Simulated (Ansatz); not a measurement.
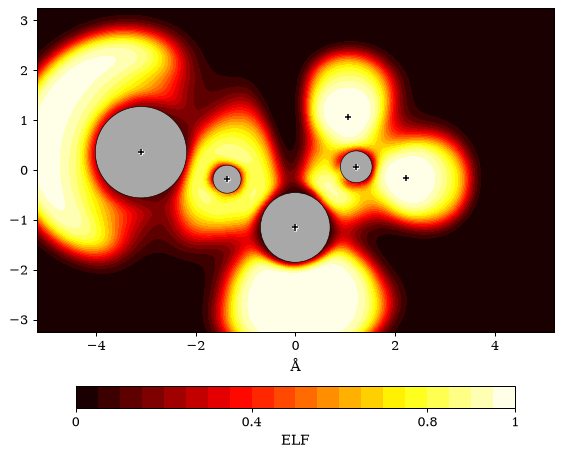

The electron localisation function on a plane through atoms (crosses mark nuclei in the plane; grey discs cover the cores).

Computed with isolated molecule in a Gaussian basis; Kohn-Sham density functional theory, functional PBE0 in Ansatz 0.2.0.

Candidates:
A. GaH2NOSi
B. FGaH5Si2 (charge +1)
C. F2HPSi

**Which system is this?**

Candidate A: GaH2NOSi on the molecular plane, which holds Ga, N, O, Si and H. Si–O (1.68 Å): the ELF peaks at about 0.85 between the atoms; a shared but strongly polarised pair. Si–N (1.73 Å): the ELF peaks at about 0.90 between the atoms (a polar covalent bond).
